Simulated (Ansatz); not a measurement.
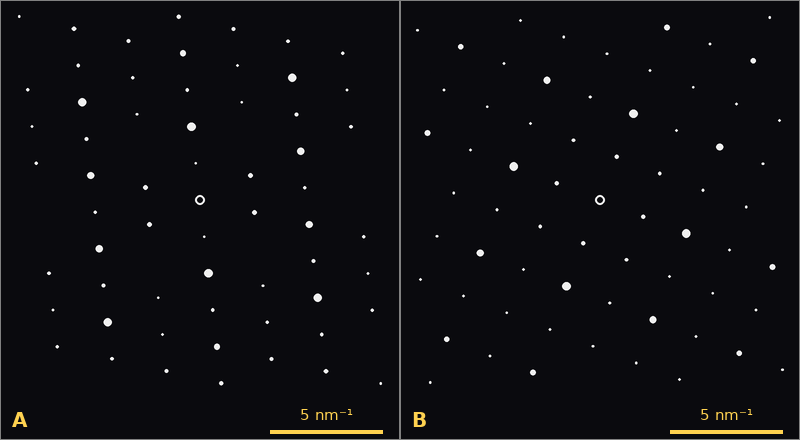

Kinematic electron diffraction patterns (120 kV, B = 0.5 Å², same scale, each along a low-index zone) of two structures of composition Y3Cr, each relaxed at zero pressure with DFT PBE, scalar-relativistic, plane waves, PAW (Ansatz 0.2.0). Each run keeps the magnetic state that it reached.

The structures (standard cells):
1. P6_3/mmc (No. 194), a = 6.951 Å, c = 5.285 Å (hexagonal axes), 8 atoms; generated start, possibly hypothetical
2. Pm-3m (No. 221), a = 4.801 Å, 4 atoms; generated start, possibly hypothetical

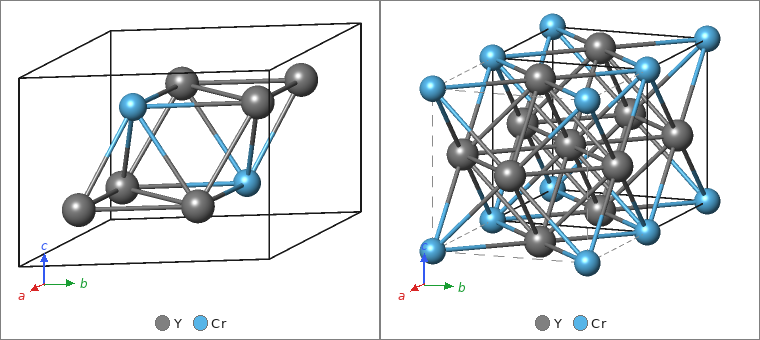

Drawings of the structures 1 to 2, from left to right (each may span several cells).

Which pattern belongs to which structure, and along which zone?

A is structure 1 along [101] or an equivalent direction: centred rectangular net of 0 1 0 (weak) at d = 6.02 Å and 1 0 -1 at d = 3.97 Å, 70.7° apart (some points of this net are extinct or too weak to see). B is structure 2 along [001] or an equivalent direction: square net of 1 0 0 at d = 4.80 Å and 0 1 0 at d = 4.80 Å, 90.0° apart.

Which structure lies lowest at this level of theory, and by how much?

Structure 1 (P6_3/mmc, 27.64 Å³ an atom) is the lowest of these; structure 2 (Pm-3m, 27.67 Å³ an atom) lies about 42 meV an atom higher. These are static energies at 0 K; other structures, not shown, may lie lower still.
